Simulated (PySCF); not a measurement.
# C₆H₅F₃: a tour of settings, part 1 of 2

Aim: see how C₆H₅F₃ (`FC(F)(F)C#CC1CC1`) answers to the choice of functional, basis, grid and SCF options.

The runs use PySCF 2.14.0, with density-fitted response routines of our own; the level of theory stands in each step. All values are computed, except where a source is named. Atoms are numbered from 0 throughout.

### 1 The molecule as given

14 atoms, charge 0, multiplicity 1; geometry from: GFN2-xTB.

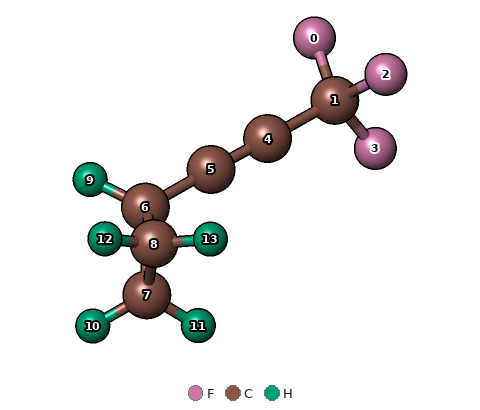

The starting geometry (fluorine pink, carbon brown, hydrogen teal), atoms numbered; sticks join atoms by distance.

### 2 NMR shieldings: PBE0/pcSseg-1

What the job is given:

```
{"job": {"kind": "nmr", "xc": "PBE0", "basis": "pcSseg-1"}, "charge": 0, "multiplicity": 1}
F      3.674748     0.827310    -0.532660
C      2.811992    -0.166066    -0.808778
F      3.328024    -1.283325    -0.264645
F      2.845501    -0.343112    -2.142222
C      1.476035     0.117311    -0.323287
C      0.373937     0.369435     0.085169
C     -0.935691     0.642737     0.557852
C     -2.116547     0.146653    -0.240998
C     -1.782784    -0.501592     1.058875
H     -1.022872     1.599569     1.057341
H     -2.981391     0.789448    -0.297011
H     -1.909917    -0.396805    -1.149853
H     -2.414217    -0.313512     1.913237
H     -1.347497    -1.488524     1.039926
```

Level: GIAO PBE0/pcSseg-1 NMR shielding, non-relativistic, gas phase.

The run is started by

```
$ OMP_NUM_THREADS=1 python probes_run.py task.json out
```

The driver reads the jobs from task.json and runs them one after another.

Standard output:

```text
coarse grid: 12880 points
cycle   1  E = -530.2542615369  dE =  1.637e+00  |g| = 9.251e-01  |ddm| = 3.858e+00
cycle   2  E = -530.1071826670  dE =  1.471e-01  |g| = 1.370e+00  |ddm| = 1.824e+00
cycle   3  E = -530.3982884354  dE = -2.911e-01  |g| = 1.758e-01  |ddm| = 1.101e+00
cycle   4  E = -530.4035760322  dE = -5.288e-03  |g| = 9.349e-02  |ddm| = 1.947e-01
cycle   5  E = -530.4056053523  dE = -2.029e-03  |g| = 2.128e-02  |ddm| = 7.501e-02
cycle   6  E = -530.4057077835  dE = -1.024e-04  |g| = 2.240e-03  |ddm| = 2.626e-02
cycle   7  E = -530.4057087766  dE = -9.932e-07  |g| = 3.264e-04  |ddm| = 2.770e-03
final grid: 128920 points
cycle   8  E = -530.4786930576  dE = -4.827e-05  |g| = 7.275e-03  |ddm| = 6.939e-02
cycle   9  E = -530.4786867939  dE =  6.264e-06  |g| = 9.395e-03  |ddm| = 1.552e-02
cycle  10  E = -530.4787050412  dE = -1.825e-05  |g| = 1.215e-03  |ddm| = 8.045e-03
cycle  11  E = -530.4787052882  dE = -2.469e-07  |g| = 6.457e-04  |ddm| = 1.291e-03
cycle  12  E = -530.4787053833  dE = -9.515e-08  |g| = 1.527e-04  |ddm| = 5.477e-04
cycle  13  E = -530.4787053876  dE = -4.310e-09  |g| = 3.043e-05  |ddm| = 1.355e-04
cycle  14  E = -530.4787053878  dE = -1.803e-10  |g| = 8.191e-06  |ddm| = 3.145e-05
converged SCF energy = -530.4787053878

GIAO shielding tensors (ppm)
atom      isotropic    diamagn.    paramagn.     s11        s22        s33       span
  0 F      232.410     472.150    -239.740    139.606    216.314    341.311    201.705
  1 C       63.119     248.368    -185.249     59.024     64.587     65.748      6.724
  2 F      232.985     473.758    -240.774    140.086    215.145    343.722    203.636
  3 F      232.952     473.751    -240.799    140.108    215.065    343.683    203.575
  4 C      118.288     255.709    -137.421     31.921     38.551    284.391    252.470
  5 C       85.491     255.370    -169.879     -5.118      5.249    256.342    261.460
  6 C      185.913     253.988     -68.074    156.419    169.456    231.866     75.447
  7 C      174.863     252.481     -77.619    143.982    174.214    206.391     62.409
  8 C      174.865     252.455     -77.590    144.000    174.249    206.345     62.345
  9 H       30.328      30.104       0.224     22.562     27.887     40.536     17.974
 10 H       30.764      29.711       1.052     25.216     26.225     40.850     15.634
 11 H       30.856      30.903      -0.047     25.361     28.280     38.926     13.565
 12 H       30.766      29.712       1.054     25.220     26.225     40.852     15.632
 13 H       30.858      30.905      -0.047     25.362     28.284     38.929     13.566
```

Wall time 36 s (1 thread of Arm Neoverse V1, shared host); peak memory 0.79 GiB.

Shifts follow as δ = σ(reference) − σ, with reference shieldings (ppm) from runs at the same level and on the same kind of geometry: 1H TMS 31.72, 13C TMS 186.9, 19F CFCl3 170.9. The references are single molecules in the gas phase, so shifts against H2O, NH3, PH3, H3PO4 or CFCl3 are not on the usual liquid scales and can be off by tens of ppm. Atoms listed in one row are averaged.

| atoms | environment | σ (ppm) | δ (ppm) | δ scaled to CDCl3 |
| --- | --- | --- | --- | --- |
| C1 | CF3 carbon | 63.1 | 123.8 | 118.9 |
| C5 | alkyne carbon | 85.5 | 101.4 | 97.1 |
| C4 | alkyne carbon | 118.3 | 68.6 | 65.1 |
| C7, C8 | three-membered-ring carbon | 174.9 | 12.1 | 9.9 |
| C6 | three-membered-ring carbon | 185.9 | 1.0 | -0.9 |
| H9 | hydrogen on a three-membered-ring carbon | 30.33 | 1.39 | 1.41 |
| H10, H12 | hydrogen on a three-membered-ring carbon | 30.76 | 0.95 | 1.00 |
| H11, H13 | hydrogen on a three-membered-ring carbon | 30.86 | 0.86 | 0.92 |
| F0, F2, F3 | fluorine of a CF3 group | 232.8 | -61.8 | – |

The scaled column applies a straight-line fit of computed shieldings to shifts measured in CDCl3, and one for carbons that bear F (root-mean-square error 0.16 ppm for H, 1.9 ppm for C).

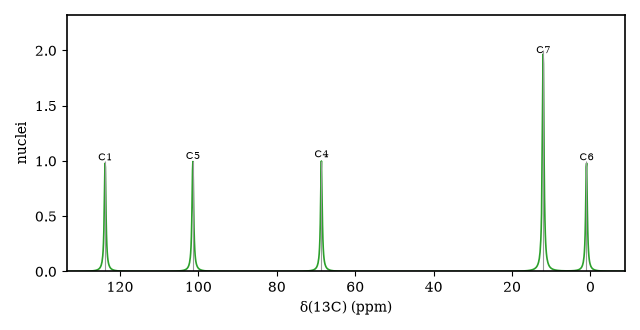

13C lines at the computed shifts, without couplings. Lines are broadened to a width of 0.49 ppm (Lorentzian).

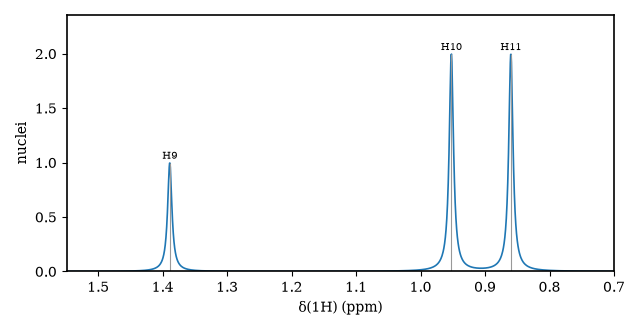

1H lines at the computed shifts, without couplings. Lines are broadened to a width of 0.01 ppm (Lorentzian).

Charges from the same density, by scheme (e):

| atoms | Mulliken | IAO | Hirshfeld | ESP fit |
| --- | --- | --- | --- | --- |
| F0, F2, F3 | -0.27 | -0.28 | -0.10 | -0.19 |
| C1 | 0.81 | 0.81 | 0.26 | 0.59 |
| C4 | -0.38 | -0.14 | -0.10 | -0.12 |
| C5 | 0.30 | 0.04 | 0.00 | -0.12 |
| C6 | -0.33 | -0.16 | -0.02 | 0.00 |
| C7, C8 | -0.17 | -0.27 | -0.07 | -0.30 |

Hirshfeld charges:

F0 -0.10; C1 0.26; F2 -0.10; F3 -0.10; C4 -0.10; C5 0.00; C6 -0.02; C7 -0.07; C8 -0.07; H9 0.07; H10 0.06; H11 0.06; H12 0.06; H13 0.06

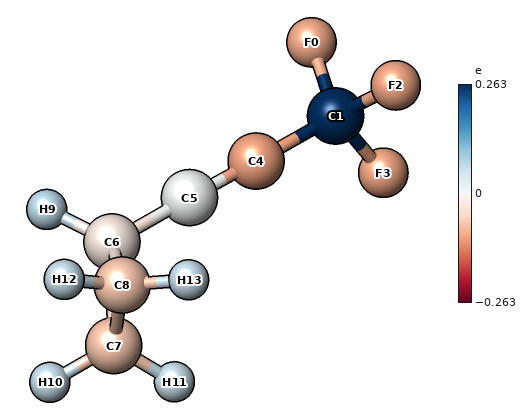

Hirshfeld charges, as colours on the atoms.

Mayer bond orders: F0–C1 0.96, C1–F2 0.96, C1–F3 0.96, C1–C4 1.21, C4–C5 2.19, C5–C6 1.12, C6–C7 0.92, C7–C8 0.98, C8–C6 0.92.

Ring of atoms C6, C7, C8: NICS(0) -44.1, NICS(1) -8.5, NICS(1)zz -23.1 ppm (means of both faces).

In rings of three or four atoms NICS is ruled by the nearby σ bonds, so it says little on aromaticity.

Orbitals, density, ELF and potential are computed afterwards from the orbital file.

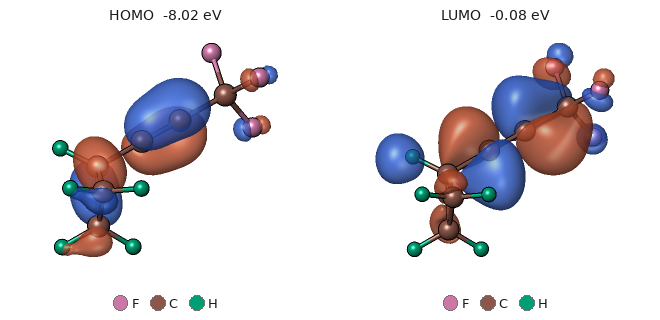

Frontier orbitals at PBE0/pcSseg-1; each surface holds 70 % of the orbital's density, blue and red mark the sign.

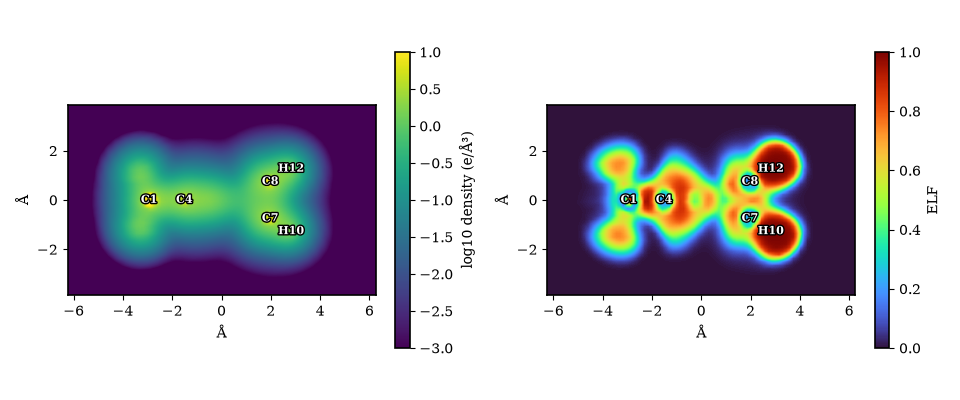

Density (left) and ELF (right) in a plane through or near 6 of the atoms.

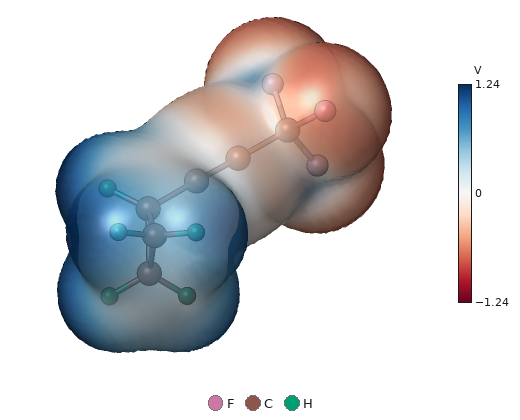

Electrostatic potential on the surface of density 0.002 e/bohr³; red is low, blue high. It runs from -0.71 V near F2 to 1.24 V near H9.

### 3 Ultraviolet spectrum: PBE0/def2-SVPD

Settings changed since step 2:

```diff
@@ -1,2 +1,2 @@
-{"job": {"kind": "nmr", "xc": "PBE0", "basis": "pcSseg-1"}, "charge": 0, "multiplicity": 1}
+{"job": {"kind": "uv", "xc": "PBE0", "basis": "def2-SVPD", "nstates": 6, "ntriplets": 2}, "charge": 0, "multiplicity": 1}
 F      3.674748     0.827310    -0.532660
```

Method: TDDFT PBE0/def2-SVPD, vertical, gas phase, core orbitals frozen in the response.

Standard output:

```text
coarse grid: 12880 points
cycle   1  E = -529.9476270462  dE =  1.567e+00  |g| = 8.693e-01  |ddm| = 9.030e+00
cycle   2  E = -529.8157754199  dE =  1.319e-01  |g| = 1.270e+00  |ddm| = 3.242e+00
cycle   3  E = -530.0815279993  dE = -2.658e-01  |g| = 1.747e-01  |ddm| = 1.856e+00
cycle   4  E = -530.0872437518  dE = -5.716e-03  |g| = 8.286e-02  |ddm| = 4.306e-01
cycle   5  E = -530.0888464236  dE = -1.603e-03  |g| = 2.125e-02  |ddm| = 1.389e-01
cycle   6  E = -530.0889530613  dE = -1.066e-04  |g| = 1.997e-03  |ddm| = 4.557e-02
cycle   7  E = -530.0889539069  dE = -8.456e-07  |g| = 3.048e-04  |ddm| = 1.089e-02
final grid: 128920 points
cycle   8  E = -530.1622454113  dE = -4.012e-05  |g| = 7.226e-03  |ddm| = 1.666e-01
cycle   9  E = -530.1622388734  dE =  6.538e-06  |g| = 9.342e-03  |ddm| = 3.006e-02
cycle  10  E = -530.1622572676  dE = -1.839e-05  |g| = 1.137e-03  |ddm| = 1.489e-02
cycle  11  E = -530.1622575107  dE = -2.431e-07  |g| = 5.493e-04  |ddm| = 2.662e-03
cycle  12  E = -530.1622575801  dE = -6.945e-08  |g| = 1.327e-04  |ddm| = 9.730e-04
cycle  13  E = -530.1622575836  dE = -3.527e-09  |g| = 2.850e-05  |ddm| = 2.402e-04
cycle  14  E = -530.1622575838  dE = -1.631e-10  |g| = 8.665e-06  |ddm| = 1.001e-04
converged SCF energy = -530.1622575838

Static polarisability (au): isotropic 72.576, principal 57.160 58.780 101.788

Singlet excitations
state   eV       nm        f      main configurations
  1   5.9633    207.9   0.00013   H->L 0.91
  2   6.3961    193.8   0.02303   H->L+1 0.55, H-1->L 0.41
  3   6.5979    187.9   0.00059   H-1->L+1 0.91
  4   7.5315    164.6   0.02562   H->L+2 0.95
  5   7.9801    155.4   0.16822   H-1->L+2 0.70, H-1->L 0.17
  6   8.0543    153.9   0.00985   H->L+3 0.93

Triplet excitations (Tamm-Dancoff, eV): 5.0317 5.4299
```

Wall time 52 s (1 thread of Arm Neoverse V1, shared host); peak memory 0.91 GiB.

The orbitals next to the gap, with their largest atomic shares:

| orbital | eV | atoms |
| --- | --- | --- |
| HOMO−3 | -10.56 | C6 26 %, C5 19 %, C8 14 % |
| HOMO−2 | -10.01 | C7 28 %, C8 28 %, C5 13 % |
| HOMO−1 | -8.54 | C4 33 %, C5 29 %, C8 8 % |
| HOMO | -8.04 | C4 32 %, C5 24 %, C6 14 % |
| LUMO | -0.18 | C4 24 %, C5 23 %, C6 10 % |
| LUMO+1 | -0.03 | C5 27 %, C4 25 %, C1 9 % |
| LUMO+2 | 0.70 | C5 17 %, C4 15 %, C8 10 % |

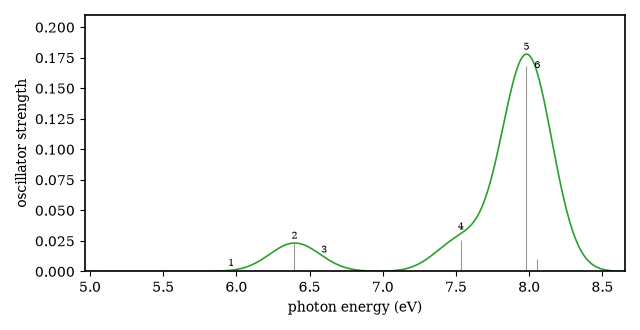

Absorption spectrum from the 6 singlet states computed; above the last one it falls off for lack of states. Lines are broadened to a width of 0.40 eV (Gaussian).

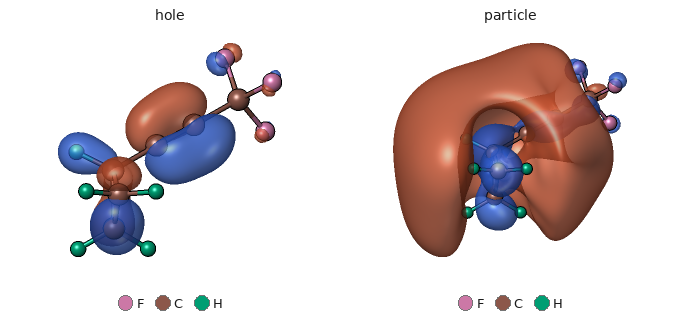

Leading natural transition orbitals of singlet state 5: the electron leaves the hole (left) for the particle orbital (right).

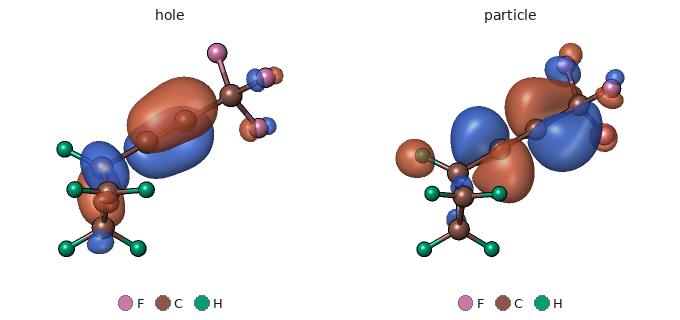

Leading natural transition orbitals of singlet state 1: the electron leaves the hole (left) for the particle orbital (right).

Ground-state properties from the same run:

| property | computed |
| --- | --- |
| dipole moment (D) | 4.25 |
| polarisability (Å³) | 10.75 |
| HOMO–LUMO gap (eV) | 7.86 |
| −ε(HOMO) (eV) | 8.04 |

(Continued in part 2 of 2.)
